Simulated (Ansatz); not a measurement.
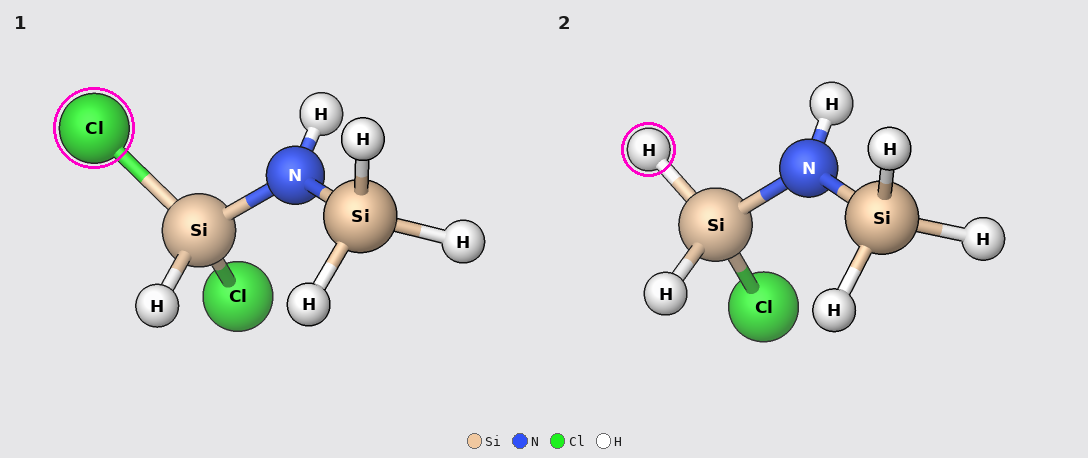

2 molecules with one skeleton, seen from the same side and at one scale; the atom that differs is circled. Each species is neutral and a spin singlet. Computed geometries: PBE0-D4/def2-TZVP optimisations, one conformation each. Properties computed with Ansatz 0.2.0.

One atom differs, called X below: Cl in panel 1, H in panel 2. Their formulas are Cl2H5NSi2 (`[SiH3]N[SiH](Cl)Cl`), ClH6NSi2 (`[SiH3]N[SiH2]Cl`).

In which is the dipole moment larger (PBE-D4/def2-TZVPP)?

Answer. In panel 2 (X = H).

In which is the length of X–Si larger (PBE0-D4/def2-TZVP)?

Answer. In panel 1 (X = Cl).

Give the values. With PBE0-D4/def2-TZVP: length of X–Si (Å), angle X–Si–H (°). With PBE-D4/def2-TZVPP: dipole moment (D), HOMO energy (Kohn–Sham orbital) (eV), HOMO–LUMO gap (eV).

| quantity | 1 (Cl) | 2 (H) | 2 − 1 |
| --- | --- | --- | --- |
| length of X–Si (Å) | 2.045 | 1.479 | −0.566 |
| angle X–Si–H (°) | 110.0 | 113.0 | +3.0 |
| dipole moment (D) | 1.69 | 1.76 | +0.07 |
| HOMO energy (Kohn–Sham orbital) (eV) | −6.79 | −6.68 | +0.11 |
| HOMO–LUMO gap (eV) | 5.88 | 5.74 | −0.14 |
